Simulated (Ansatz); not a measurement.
# MgH2 (P4_2/mnm): G0W0 under other settings

Aim: change settings of a G0W0 run on MgH2 (P4_2/mnm) and see what moves.

Program: Ansatz 0.2.0. Level of theory: G0W0 on PBE, plane waves, PAW; PAW set soft_1. Results are calculated unless marked as measured.

### Step 1. Set-up

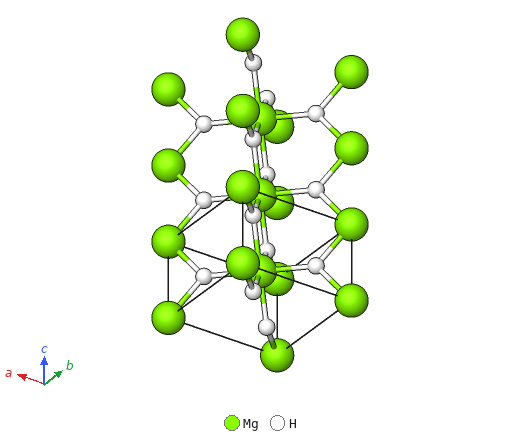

The cell as given, from a free direction (magnesium green, hydrogen white). 1×1×3 cells are drawn. Some periodic images of atoms are drawn too.

The cell and positions come from the Crystallography Open Database and are kept as given unless a step says otherwise.

### Step 2. The base run: 4×4×4 mesh, 49 empty bands, screening to 50 eV, PAW set soft_1 files

Now the one-shot GW correction: screening in the RPA, then the self-energy of the levels asked for. This step takes PAW set soft_1 files.

input.yaml

```yaml
crystal:
  lattice:
    - [4.5168, 0.0, 0.0]
    - [0.0, 4.5168, 0.0]
    - [0.0, 0.0, 3.0205]
  atoms:
    - { symbol: Mg, position: [0.0, 0.0, 0.0] }
    - { symbol: Mg, position: [0.5, 0.5, 0.5] }
    - { symbol: H, position: [0.306, 0.306, 0.0] }
    - { symbol: H, position: [0.194, 0.806, 0.5] }
    - { symbol: H, position: [0.694, 0.694, 0.0] }
    - { symbol: H, position: [0.806, 0.194, 0.5] }
kpoints:
  mp_grid: { grid: [4, 4, 4] }
hamiltonian:
  xc: pbe
  pseudopotentials: { kind: paw, azcp: { folder: soft_1 } }
scf:
  occupations: { method: fixed }
gw:
  n_empty_bands: 49
  ecut_chi: 50
  qp_bands: [v2, c2]
  qp_kpoints: band_edges
  screening: { model: contour_deformation }
```

Started as:

```
$ ansatz run input.yaml --threads 2 --pin off --max-ram 92160MiB --backend cuda --events-out ev --progress --plain --runs-dir out --devices 1 --max-vram 13GiB
```

Numbers of over 12 decimals in the logs are rounded to 6 here.

The log of the run:

```text
GPUs: using 1 of 1 available (devices: 1).
Engine: ansatz 0.2.0, x86_64-unknown-linux-gnu
Pseudopotentials: kind: paw
Pseudopotential: Mg, paw, valence charge 10, recommended cutoff 420 eV (normal), soft_1/Mg.paw.azcp
Pseudopotential: H, paw, valence charge 1, recommended cutoff 420 eV (normal), soft_1/H.paw.azcp
Functional definition: PBE
  parameter kappa = 0.804
  parameter beta = 0.066725
  exchange = pbe_x(kappa = kappa, mu = beta*pi^2/3)
  correlation = pbe_c(beta = beta)
device memory: the entry about to start is reckoned to put 0.6 GiB on a device that reports 32.4 GiB free (of which the cap on the GPU budget leaves the run 13.0 GiB)
GPU FFT provider: cuFFT
GPU libraries: cuBLAS 13.8.2, cuFFT 12.4.0, cuSOLVER 12.3.4
Crystal: 6 atoms, lattice volume = 61.623 Å³
Basis set: ecut = 420 eV, 1195 PW (Γ)
Bands: 18, of which v1, the nominal top of the filled ones, is band 12 counted from 1 (11 counted from 0)
Symmetry: 16 space group operations
Space group: P42/mnm (ITA 136), of the structure as read, at distance tolerance 3.9e-5 Å
k-points: 18 of 64
Non-local potential: Mg, projectors of the file, l = 0: 3, l = 1: 2, l = 2: 1
Non-local potential: H, projectors of the file, l = 0: 2, l = 1: 1
PAW form: soft (Blöchl's): semilocal exchange-correlation on the pseudo side does not see the compensation charge
PAW one-centre angular grid: Mg, 110 points (default); XC on 64 Gauss nodes
PAW one-centre angular grid: H, 110 points (default); XC on 64 Gauss nodes
Initial density: superposition of atomic densities (chi_scale 0.1, normalization cell, long waves kept (reshape's long-wave potential 0.00 eV rms))
Initial wavefunctions: pseudopotential atomic-orbital guess
GPU buffer pool allocated for 24576 grid points (all kernels)
GPU transforms: local potential and band sums: pruned to the plane-wave sphere, on 32×32×24
Functional: x = pbe(κ = 0.804, μ = 0.219515), c = pbe(β = 0.066725)
SCF iter   1: F=—  HF=-3913.214379 eV  |F-HF|=—  |Δ(HF+E_count)|=         —  Δρ=7.79e-2  dr2=3.29e0  ethr=3.10e-3  ⟨swp⟩=4.7  Hψ=1430  notcnv=0  defer=46
preconditioner: auto → none  [insulator: Δε(μ)=4.772 eV  Ē_g=10.553 eV  n_scr=10 (ndim 8)  ℏωp=13.4 eV  f_vac=0.000  ε∞_Penn≈2.6]
SCF iter   2: F=—  HF=-3912.268670 eV  |F-HF|=—  |Δ(HF+E_count)|=   9.46e-1  Δρ=2.51e-2  dr2=3.70e-1  ethr=3.10e-3  ⟨swp⟩=2.0  Hψ=590  notcnv=0  defer=56
SCF iter   3: F=—  HF=-3912.181049 eV  |F-HF|=—  |Δ(HF+E_count)|=   8.76e-2  Δρ=2.46e-3  dr2=1.40e-3  ethr=1.54e-3  ⟨swp⟩=2.0  Hψ=398  notcnv=0  defer=70
SCF iter   4: F=—  HF=-3912.183444 eV  |F-HF|=—  |Δ(HF+E_count)|=   2.40e-3  Δρ=3.67e-4  dr2=3.64e-5  ethr=5.85e-6  ⟨swp⟩=2.1  Hψ=398  notcnv=0  defer=72
[...]
E_hartree    = 1251.180052
  E_xc         = -89.823448
  E_vxc        = -115.918097  (∫ρ·V_xc dr)
  E_paw        = -604.553426  (= ΣΔE_a)
  E_vpaw       = -90.314241  (= ΣTr[D̂ρ^β])
  E_aug_tail   = -0.005116  (compensation charges beyond the density's cutoff)
  E_ewald      = -1419.135044
  E_smearing   = -0.000000  (= −TS)
  E_closure    = -0.000000  (closes the sum)
  Σ components = -3912.183520   (vs F -3912.183520, Δ=0.00e0)
--- Band table (eV; the first three rows and the last of 18) ---
  k-point 0: bands = [... 8 lower, -4.6509, 0.3370, 0.3370, 1.2698, 6.5045, 6.8515, 10.8805, 10.8805, ... 2 higher]
  k-point 1: bands = [... 8 lower, -3.7296, 0.9089, 0.9089, 1.0535, 6.8958, 7.5295, 9.3479, 10.7221, ... 2 higher]
  k-point 2: bands = [... 8 lower, -1.2478, -1.2478, 1.6895, 1.6895, 8.0068, 8.0068, 8.5618, 8.5618, ... 2 higher]
  k-point 17: bands = [... 8 lower, -0.1318, -0.1318, 0.8360, 0.8360, 5.6151, 5.6151, 5.9435, 5.9435, ... 2 higher]
--- G₀W₀: contour deformation, 6 samples at zero and on the imaginary axis and 1 off it, 64 q-points, 49 empty bands' worth ---
  eigenvalues of the whole cell's RPA ε∞ on this k-mesh (on a slab, of 1 + 4πα/V) = 3.6465, 3.6569, 3.6569; static W/v taken at q = 0 is 0.273836
  bands read: the sum over 61 bands ends inside a degenerate multiplet in 12 slots, whose members it reads at an even weight; the widest, k=1: bands 61 to 62 (counted from 1) at 1/2 each
  gw.qp_kpoints: band_edges: 12 of 18 stored k-points solved, in 1 pass; an edge of the gap read off the rows below is read off those points alone
    valence top: of the k-points left out ik 1 came nearest to being solved in a further pass, in band 12 (counted from 1, as in the quasiparticle table): it holds the edge there only if its correction is more favourable than any solved in that band by at least 0.605 eV; those differ by 0.187 eV
    conduction bottom: of the k-points left out ik 1 came nearest to being solved in a further pass, in band 13 (counted from 1, as in the quasiparticle table): it holds the edge there only if its correction is more favourable than any solved in that band by at least 0.956 eV; those differ by 0.511 eV
    ik  band        ε_KS         Σx   Σc(E_QP)       V_xc       Z   E_QP_lin       E_QP  E_QP is
     0    11      0.3370   -15.4032     2.9865   -11.2530  0.7579    -0.8518    -0.8266  root
     0    12      1.2698   -15.0576     2.5259   -11.6033  0.7708     0.3286     0.3415  root
     0    13      6.5045    -2.9099    -3.4272    -6.8207  0.8184     6.9906     6.9880  root
     0    14      6.8515    -5.9855    -3.3536   -10.2560  0.8045     7.7780     7.7684  root
     2    11      1.6895   -15.4255     2.6604   -11.7602  0.7730     0.6700     0.6846  root
     2    12      1.6895   -15.4255     2.6604   -11.7602  0.7730     0.6700     0.6846  root
     2    13      8.0068    -5.6087    -3.8501   -10.4537  0.7969     9.0163     9.0016  root
     2    14      8.0068    -5.6087    -3.8501   -10.4537  0.7969     9.0163     9.0016  root
[...]
17    11      0.8360   -15.0747     2.8420   -11.1172  0.7648    -0.3003    -0.2793  root
    17    12      0.8360   -15.0747     2.8420   -11.1172  0.7648    -0.3003    -0.2793  root
    17    13      5.6151    -5.2607    -3.4528    -9.5221  0.8110     6.4307     6.4237  root
    17    14      5.6151    -5.2607    -3.4528    -9.5221  0.8110     6.4307     6.4237  root
[key lines of the parts left out:]
SCF converged after 6 iterations
Free energy (F): -3912.183520 eV
Fermi energy:    1.709112 eV
```

Wall time 12 s (1 × NVIDIA H100 80GB HBM3 (shared by 6 runs) with 2 threads of AMD EPYC 7R13 (Zen 3), shared host); peak memory 0.99 GiB; 14 s of CPU time.

The column dr2 measures how far the density is from self-consistency, as an energy; F and HF (Harris–Foulkes) agree once it is small.

Numbers from this step:

- bands summed: 61
- RPA ε∞ on this mesh (eigenvalues): 3.647, 3.657, 3.657
- plane waves in the screening matrix: 47
- q-points in the mesh: 64
- G0W0 gap on the mesh: 5.693 eV
- k of the valence top: 0, 0.25, 0
- k of the conduction bottom: -0.5, -0.5, -0.5
- starting gap on the mesh: 3.906 eV
- Z at the valence top: 0.7743
- Z at the conduction bottom: 0.8110
- least direct G0W0 gap on the computed points: 6.502 eV

The gap on the mesh goes from 3.91 eV to 5.69 eV, a correction of +1.79 eV. Between the two edge states, bare exchange in place of the xc potential would open the gap by 7.82 eV, and correlation takes back 6.03 eV.

### Step 3. Variant: no symmetry

input.yaml: that of step 2 with these lines changed.

```diff
@@ -12,2 +12,3 @@
     - { symbol: H, position: [0.806, 0.194, 0.5] }
+  symmetry: { detect: false }
 kpoints:
@@ -20,4 +21,4 @@
 gw:
-  n_empty_bands: 49
-  ecut_chi: 50
+  n_empty_bands: 65
+  ecut_chi: 60
   qp_bands: [v2, c2]
```

The log of the run:

```text
GPUs: using 1 of 1 available (devices: 1).
[...]
GPU FFT provider: cuFFT
GPU libraries: cuBLAS 13.8.2, cuFFT 12.4.0, cuSOLVER 12.3.4
Crystal: 6 atoms, lattice volume = 61.623 Å³
Basis set: ecut = 420 eV, 1195 PW (Γ)
Bands: 18, of which v1, the nominal top of the filled ones, is band 12 counted from 1 (11 counted from 0)
Symmetry: 1 space group operations
k-points: 36 of 64 (time reversal used)
[...]
GPU buffer pool allocated for 24576 grid points (all kernels)
[...]
SCF iter   1: F=—  HF=-3913.214400 eV  |F-HF|=—  |Δ(HF+E_count)|=         —  Δρ=7.79e-2  dr2=3.29e0  ethr=3.10e-3  ⟨swp⟩=4.8  Hψ=2856  notcnv=0  defer=106
[...]
SCF iter   6: F=-3912.183520 eV  HF=-3912.183520 eV  |F-HF|=6.88e-9  |Δ(HF+E_count)|=   2.81e-7  Δρ=2.73e-6  dr2=9.14e-9  ethr=4.17e-10  ⟨swp⟩=8.2  Hψ=2989  notcnv=0
SCF 1 converged in 6 iterations: F = -3912.183520 eV  dr2 = 9.14e-9
[...]
NSCF: frozen V_eff on 36 k-points, pencils in batches of 32, up to order 72
[...]
NSCF: frozen V_eff on 36 k-points
G₀W₀ screening: q 1/36
[... further progress lines ...]
SCF converged after 6 iterations
Free energy (F): -3912.183520 eV
[...]
Internal energy: -3912.183520 eV  (E = F + TS)
E sigma→0 (E₀):  -3912.183520 eV
Fermi energy:    1.709112 eV
[...]
--- Band table (eV; the first three rows and the last of 36) ---
  k-point 0: bands = [... 8 lower, -4.6509, 0.3370, 0.3370, 1.2698, 6.5045, 6.8515, 10.8805, 10.8805, ... 2 higher]
  k-point 1: bands = [... 8 lower, -3.7296, 0.9089, 0.9089, 1.0535, 6.8958, 7.5295, 9.3479, 10.7221, ... 2 higher]
  k-point 2: bands = [... 8 lower, -1.2479, -1.2478, 1.6894, 1.6895, 8.0068, 8.0068, 8.5618, 8.5618, ... 2 higher]
  k-point 35: bands = [... 8 lower, -0.1318, -0.1317, 0.8360, 0.8360, 5.6150, 5.6151, 5.9435, 5.9435, ... 2 higher]
[...]
0    11      0.3370   -15.4032     2.9105   -11.2530  0.7558    -0.9314    -0.9026  root
     0    12      1.2698   -15.0576     2.4255   -11.6033  0.7685     0.2251     0.2411  root
     0    13      6.5045    -2.9099    -3.4637    -6.8207  0.8186     6.9537     6.9515  root
     0    14      6.8515    -5.9855    -3.4361   -10.2560  0.8037     7.6938     7.6859  root
     2    11      1.6895   -15.4255     2.5605   -11.7602  0.7702     0.5669     0.5848  root
     2    12      1.6895   -15.4255     2.5605   -11.7602  0.7702     0.5669     0.5848  root
     2    13      8.0068    -5.6087    -3.9283   -10.4537  0.7964     8.9358     8.9235  root
     2    14      8.0068    -5.6087    -3.9283   -10.4537  0.7964     8.9358     8.9235  root
[...]
35    11      0.8360   -15.0747     2.7588   -11.1172  0.7625    -0.3870    -0.3626  root
    35    12      0.8360   -15.0747     2.7588   -11.1172  0.7625    -0.3870    -0.3626  root
    35    13      5.6151    -5.2607    -3.5129    -9.5221  0.8110     6.3696     6.3635  root
    35    14      5.6151    -5.2607    -3.5129    -9.5221  0.8110     6.3696     6.3635  root
```

It took 17 s on 1 × NVIDIA H100 80GB HBM3 (shared by 6 runs) with 2 threads; peak memory 1 GiB; 22 s of CPU time.

The G0W0 gap on the mesh is 5.734 eV.

Against the base:

```csv
setting,base,variant
empty bands,49,65
screening cutoff (eV),50,60
symmetry detection,-,false
```

```csv
quantity,variant,base
starting gap on the mesh,3.906,3.906
G0W0 gap on the mesh,5.734,5.693
least direct G0W0 gap on the computed points,6.546,6.502
Z at the valence top,0.772,0.774
Z at the conduction bottom,0.811,0.811
```

### Step 4. Summary of results

* base: 5.69 eV, 12 s
* no symmetry: 5.73 eV, 17 s

No symmetry: the gap moves by +0.04 eV. The variant differs from the base in empty bands, screening cutoff and symmetry detection together, so the change can't be laid to one of them. Symmetry itself changes the cost, not the physics. All runs here use a coarse mesh and modest cutoffs; they test settings and are not final values. The 4×4×4 mesh is coarse for this cell (its supercell is 12 Å along the shortest edge). The RPA ε∞ on it, from the PBE start, is 3.65 and 3.66; such meshes misread the long-range screening, most where the gap is narrow.

[Paths, hosts, dates, memory and timing lines, banners, echoed tables and standing remarks are left out of the program output.]

[Logs are printed without paths, hosts, clocks, repeated set-up lines and the standing remarks that a program may print on its own settings, such as how far it seeks lower states.]

[Runs of the session that timed out or met a known fault of the program may be left out.]

[Cells called generated may have been cut or substituted from an entry of the Crystallography Open Database or the Materials Project.]

[Hosts, paths, dates, database ids (printed as entryN), source tags and the programs' standing remarks are cut or masked in the printed files.]
